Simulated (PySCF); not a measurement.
Input

```
{"job": {"kind": "nmr", "xc": "PBE0", "basis": "pcSseg-1"}, "charge": 0, "multiplicity": 1}
N     -0.161152    -2.272859    -0.315148
Si    -0.797528    -1.332116     0.992396
Si    -2.663357    -0.278119     0.064444
Si    -1.950236     1.830198    -0.657050
Si     0.030761     2.325125     0.488781
Si     0.798717     0.323518     1.409321
O      2.186211    -0.093649     0.637042
Si     3.128705    -0.637757    -0.546917
H      0.802545    -2.564114    -0.281700
H     -0.716099    -2.997867    -0.740122
H     -1.102490    -2.181252     2.172644
H     -3.348849    -1.052992    -0.980767
H     -3.715682    -0.130769     1.083552
H     -2.970166     2.874736    -0.485722
H     -1.733415     1.833855    -2.112971
H      0.999837     3.042338    -0.354645
H     -0.252657     3.297713     1.560124
H      1.306060     0.396991     2.789131
H      4.277566     0.261160    -0.595209
H      2.361641    -0.622897    -1.792521
H      3.510669    -2.004300    -0.180433
```

Command:

```sh
OMP_NUM_THREADS=1 python probes_run.py task.json out
```

Geometry: GFN2-xTB.

Computed with PBE0/pcSseg-1, SCF density, gas phase, non-relativistic (PySCF 2.14.0).

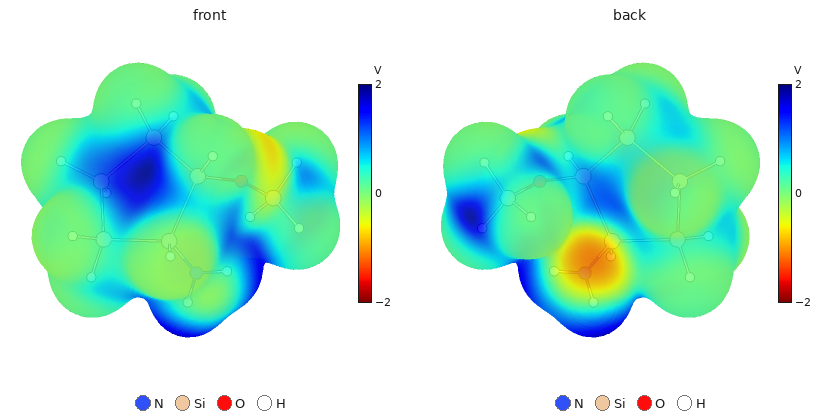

H13NOSi6. The electrostatic potential painted on the density surface at 0.002 e/bohr³, seen from the front and from behind; the colour scale runs from red (negative) to blue (positive).

Where is the surface potential most negative and most positive?

Answer. The most negative region (about −1.0 V) lies over N1, the most positive (about +1.8 V) over Si2, Si6, Si8 and H10. N1 is the likeliest acceptor of a hydrogen bond.

What dipole moment does the calculation give?

Answer. Its dipole moment is 1.55 D.
